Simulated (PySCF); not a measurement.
# C$_{3}$H$_{9}$FSi$_{2}$: what the fields show

```
atom    x (Å)    y (Å)    z (Å)
   F  -0.0763   1.2929   1.8379
   C   0.1741   1.3508   0.4626
   C  -1.0897   0.9240  -0.2734
  Si  -1.2581  -0.9715  -0.1327
   C   0.5865  -1.4463  -0.3070
  Si   1.6048   0.1138   0.0922
   H   0.4130   2.4032   0.2708
   H  -0.9842   1.2195  -1.3181
   H  -1.9498   1.4619   0.1267
   H  -1.7930  -1.3659   1.1719
   H  -2.0953  -1.5070  -1.2120
   H   0.8005  -1.7934  -1.3160
   H   0.8467  -2.2709   0.3521
   H   2.3729   0.6013  -1.0600
   H   2.4435  -0.0045   1.2830
```

Geometry: GFN2-xTB.

These are results of PySCF, PBE0/pcSseg-1, SCF density, gas phase, non-relativistic, not measurements.

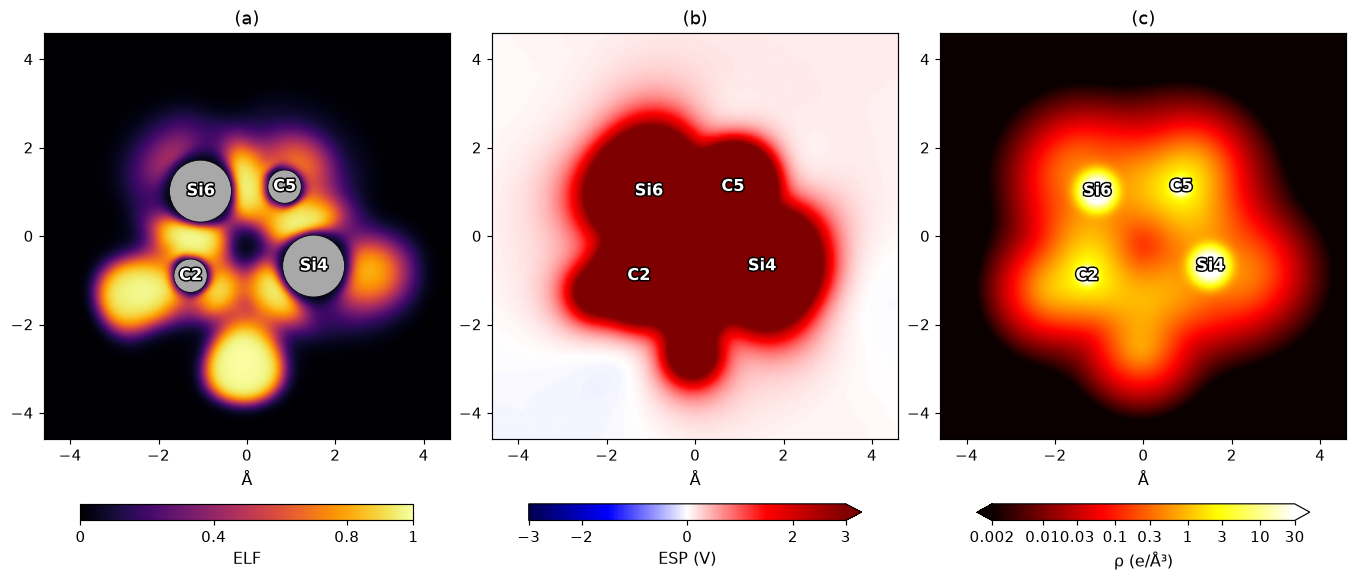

Figure 1. (a) electron localisation function; (b) electrostatic potential; (c) electron density on the plane of atoms C2, Si6 and C5. Grey discs cover the atomic cores in the ELF map.

**Interpret the plot.**

The section cuts through C and Si sites. C–Si (1.91 Å): ρ is about 0.89 e/Å³ halfway; the ELF peaks at about 0.95 between the atoms, as expected for a shared electron pair. The potential has no marked negative region in this plane.

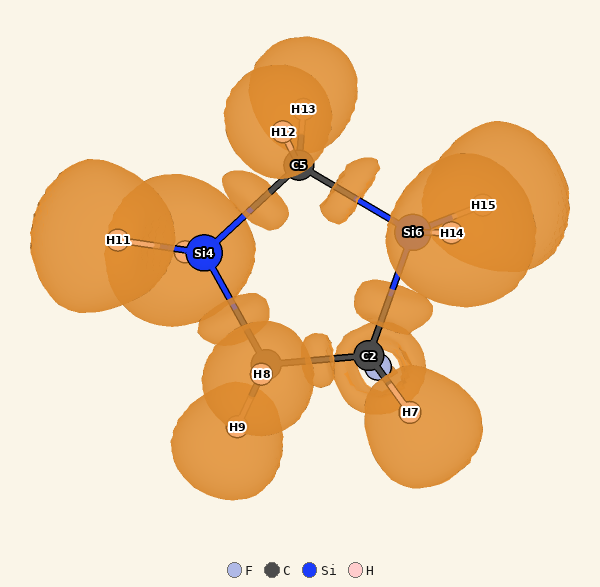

Figure 2. Isosurface of the electron localisation function at 0.85 (orange), seen across its widest extent. Core shells and regions of very low density are left out.

**Describe the localisation domains.**

At this value the surface marks out one region between bonded C–C atoms (shared pairs), four regions between bonded C–Si atoms (shared pairs), nine regions around hydrogen nuclei and one region wrapped around F (its lone pairs, merged into a ring or cap). Along the contacts the grid gives the following. C–F (1.40 Å): the ELF peaks at about 0.85 between the atoms, as expected for a polar covalent bond. C–C (1.52 Å): the ELF peaks at about 0.95 between the atoms: a covalent bond.

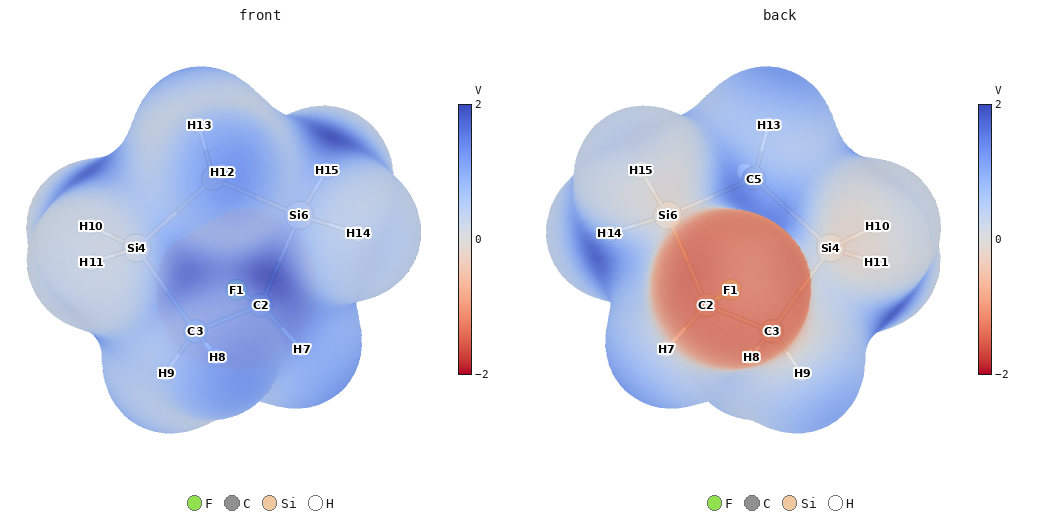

Figure 3. The electrostatic potential painted on the density surface at 0.004 e/bohr³, seen from the front and from behind; red is negative and blue positive.

**Where is the surface potential most negative and most positive?**

The most negative region (about −1.3 V) lies over F1, the most positive (about +1.8 V) over Si4 and Si6.

**How polar is the molecule by this calculation?**

Its dipole moment is 1.87 D.
